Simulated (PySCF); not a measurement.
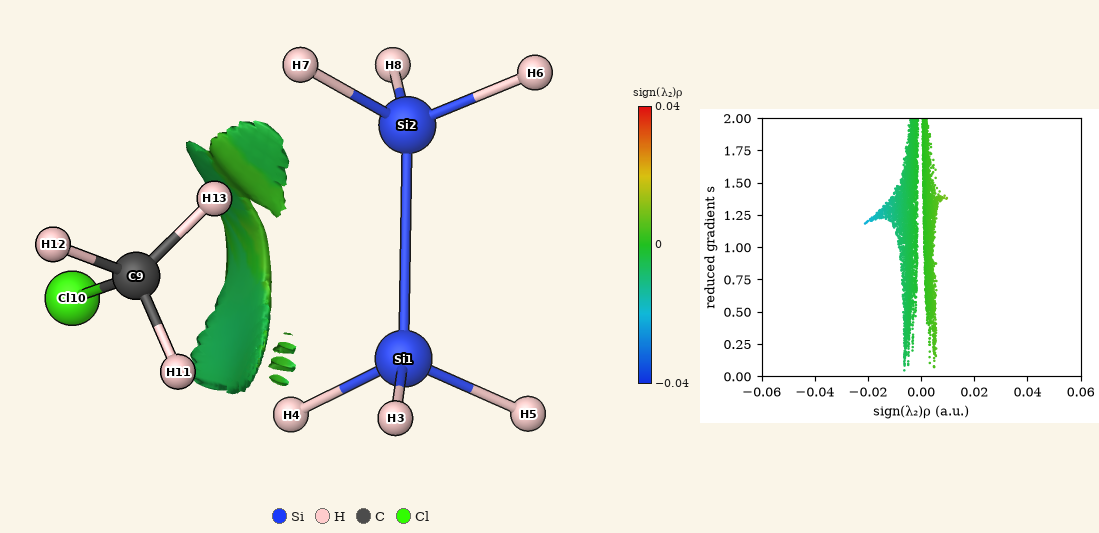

CH9ClSi2, SMILES `[SiH3][SiH3].CCl`. Non-covalent interaction surfaces between the fragments (reduced density gradient s = 0.5, coloured by sign(λ₂)ρ in a.u.; trimmed to the region between the fragments where ρ is under 0.06 a.u.). Fragment A: Si2H6 (atoms 1–8); fragment B: H3CCl. The plot gives s against sign(λ₂)ρ for grid points between the fragments.

PySCF calculation, TPSS/aug-cc-pVDZ, gas phase; geometry: GFN2-xTB. GFN2-xTB bond lengths at metals and heavier atoms can be off by up to 0.1 Å and shapes distorted, which carries into these values.

The calculation's input:

```python
import numpy as np
from pyscf import gto, scf, dft
from pyscf.scf import atom_ks, atom_hf
from scipy.linalg import block_diag
from pyscf.dispersion import dftd3

def solve(mol, dm0=None, hcore=None):
    mf = (dft.UKS if mol.spin else dft.RKS)(mol, xc='tpss')
    mf.grids.level = 3
    mf = mf.density_fit(auxbasis='def2-universal-jkfit')
    mf.conv_tol, mf.max_cycle = 1e-8, 80
    if hcore is not None:
        mf.get_hcore = lambda *args: hcore
    mf.kernel(dm0)
    if not mf.converged:
        mf = mf.newton().run(mf.mo_coeff, mf.mo_occ, max_cycle=30)
    assert mf.converged, 'SCF not converged'
    return mf

mol = gto.M(atom='''
Si    -1.40415    -1.18505    -0.15755
Si    -1.78923     1.07413     0.08651
H     -0.49084    -1.48226    -1.26760
H     -0.84169    -1.81392     1.03756
H     -2.64358    -1.90940    -0.46200
H     -2.59144     1.61643    -1.01616
H     -0.56827     1.88588     0.10952
H     -2.51444     1.39324     1.31836
C      2.32443     0.39484    -0.99932
Cl     1.95455    -0.11668     0.66022
H      2.33391    -0.48663    -1.63273
H      3.29734     0.87650    -0.99945
H      1.55243     1.08743    -1.32070
''', basis='aug-cc-pvdz', charge=0, spin=0, verbose=4)
mol_a = gto.M(atom='''
Si    -1.40415    -1.18505    -0.15755
Si    -1.78923     1.07413     0.08651
H     -0.49084    -1.48226    -1.26760
H     -0.84169    -1.81392     1.03756
H     -2.64358    -1.90940    -0.46200
H     -2.59144     1.61643    -1.01616
H     -0.56827     1.88588     0.10952
H     -2.51444     1.39324     1.31836
ghost-C      2.32443     0.39484    -0.99932
ghost-Cl     1.95455    -0.11668     0.66022
ghost-H      2.33391    -0.48663    -1.63273
ghost-H      3.29734     0.87650    -0.99945
ghost-H      1.55243     1.08743    -1.32070
''', basis='aug-cc-pvdz', charge=0, spin=0, verbose=4)
mol_b = gto.M(atom='''
ghost-Si    -1.40415    -1.18505    -0.15755
ghost-Si    -1.78923     1.07413     0.08651
ghost-H     -0.49084    -1.48226    -1.26760
ghost-H     -0.84169    -1.81392     1.03756
ghost-H     -2.64358    -1.90940    -0.46200
ghost-H     -2.59144     1.61643    -1.01616
ghost-H     -0.56827     1.88588     0.10952
ghost-H     -2.51444     1.39324     1.31836
C      2.32443     0.39484    -0.99932
Cl     1.95455    -0.11668     0.66022
H      2.33391    -0.48663    -1.63273
H      3.29734     0.87650    -0.99945
H      1.55243     1.08743    -1.32070
''', basis='aug-cc-pvdz', charge=0, spin=0, verbose=4)
ab, a, b = solve(mol), solve(mol_a), solve(mol_b)
e_int = ab.e_tot - a.e_tot - b.e_tot
print('counterpoise-corrected interaction energy / kcal/mol', e_int * 627.5095)
def disp(atoms, charge):
    m = gto.M(atom=atoms, charge=charge, basis='sto-3g', spin=None, unit='Bohr', verbose=0)
    return dftd3.DFTD3Dispersion(m, xc='tpss', version='d3bj').get_dispersion()['energy']
e_disp = disp(mol._atom, mol.charge) - disp(mol._atom[:8], mol_a.charge) - disp(mol._atom[8:], mol_b.charge)
print('D3(BJ) part / kcal/mol', e_disp * 627.5095)
# spherically averaged free atoms, for the promolecule
atm = atom_ks.get_atm_nrks(mol, xc='tpss')
pro = block_diag(*[(atm[a[0]][2] * atm[a[0]][3]) @ atm[a[0]][2].T for a in mol._atom])
np.savez('result.npz', e_int=e_int, e_disp=e_disp, dm_a=a.make_rdm1(), dm_b=b.make_rdm1(), c=ab.mo_coeff, occ=ab.mo_occ, eps=ab.mo_energy, pro=pro, d=[f.dip_moment(verbose=0) for f in (ab, a, b)])
```

Command:

```sh
OMP_NUM_THREADS=1 python input.py
```

The run took 4.4 min on 1 thread of Intel(R) Xeon(R) Processor @ 2.50GHz (Skylake/Cascade Lake), with other jobs on the host, peak memory 0.74 GiB.

Partitions, critical points and surface values were worked out afterwards from this run's density.

> Interpret the surfaces between the fragments.

Bond critical points between the fragments: Si1···Cl10, 3.62 Å, ρ = 0.006 a.u.; H7···Cl10, 3.27 Å, ρ = 0.005 a.u., a bond path close to vanishing (ellipticity 3.5). All are weak and appear green (van der Waals range). Several contacts close a ring, whose ring point adds a part with positive λ₂ between them. The pose is a local one from a semi-empirical search, not shown to be the most stable.

> How strongly are they bound?

The counterpoise-corrected interaction energy of the frozen fragments is +0.4 kcal/mol without dispersion correction and −2.3 kcal/mol with D3(BJ). The pair geometry is semi-empirical, not a minimum at this level.
